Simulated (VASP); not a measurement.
Band structure of AlNi (space group Pm-3m). All values below come from r2SCAN+rVV10, VASP's PBE PAW potentials (set 64) (plane waves; VASP).

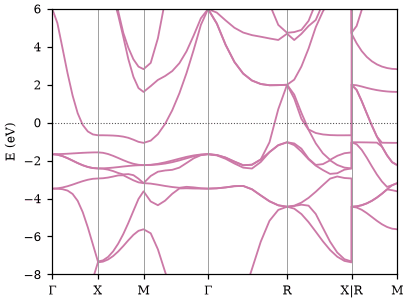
Fig. 1. Bands along high-symmetry lines, zero at the valence-band maximum or, without a gap, the Fermi level

Task: Read the plot: is there a gap, and where are the band edges?

Result: It has no gap at this level: it comes out as a metal or semimetal.

The structure comes from a measured AlNi entry (Pm-3m) of the Crystallography Open Database, whose conditions weren't checked. It was relaxed first. The run is not spin-polarised, so no magnetic state was tried. The electron count is odd and the run is not spin-polarised, which forces a metal.
